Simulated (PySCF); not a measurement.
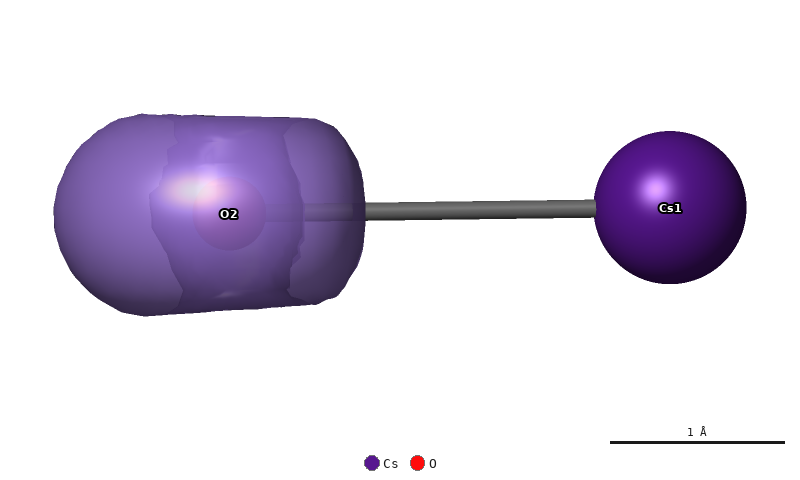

CsO (doublet). Isosurface of the electron localisation function at 0.8 (purple), seen from one side. Only the valence region is drawn (cores and ρ < 0.01 e/Å³ removed).

Core potentials replace the inner electrons of Cs.

These are results of PBE0/def2-SVP, non-relativistic Hamiltonian with scalar-relativistic core potentials where named, at a bond length of 2.565 Å (PySCF 2.14.0), not measurements.

### Identify the bonds, lone pairs and shells in this picture.

At this value the surface marks out one region wrapped around O (its valence shell). Along the contacts the grid gives the following. Cs–O (2.56 Å): the ELF is about 0.20 at the midpoint: a largely ionic contact.
